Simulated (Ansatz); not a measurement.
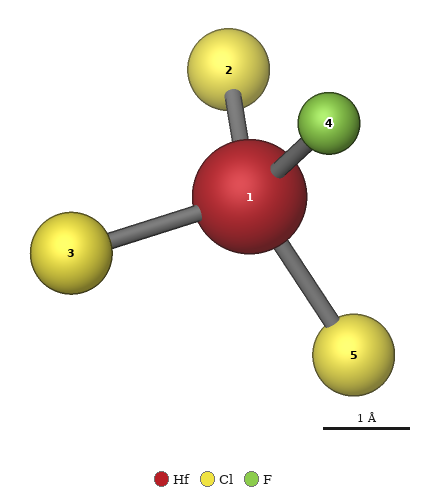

**Figure 1.** The structure as given in the input (ball-and-stick view, seen at a tilt; atoms are numbered from 1 in the order of the input). Sticks mark near contacts.

Molecular dynamics of HfCl3F

The run: molecular dynamics of HfCl3F. Method and program: RKS LDA/def2-SVP (Ansatz 0.2.0).

One setting was made poor on purpose. It belongs to a series of runs on one base structure; here: an input spoilt on purpose.

**Input**
```yaml
crystal:
  periodic: [false, false, false]
  atoms:
    - { symbol: Hf, position_ang: [0.016169, -0.027098, 0.011164] }
    - { symbol: Cl, position_ang: [0.005107, -0.00857, 2.328388] }
    - { symbol: Cl, position_ang: [2.197655, -0.007603, -0.770436] }
    - { symbol: F, position_ang: [-0.870701, 1.509143, -0.61601] }
    - { symbol: Cl, position_ang: [-1.09133, -1.906472, -0.770806] }
basis:
  gaussian: { orbitals: def2-SVP }
hamiltonian:
  xc: lda
md:
  timestep: -0.5
  n_steps: 25
  ensemble: nve
  temperature: 1000.0
  initial_velocities: maxwell_boltzmann
  seed: 151618
```

Run as:
```bash
ansatz run input.yaml --threads 2 --pin off --max-ram 3072MiB --backend cpu --events-out ev --progress --plain --runs-dir out
```

**Log**
```
Error: invalid value for `md.timestep`: must be finite and > 0; got -0.5 fs
```

**What the run reported**

| quantity | value |
| --- | --- |
| outcome | refused by the program |
| hardware | 2 threads of Arm Neoverse V1, 24 GiB of memory available, shared host |

**What went wrong**

The program refused the input: “invalid value for `md.timestep`: must be finite and > 0; got -0.5 fs” A deliberately poor setting: bad input.
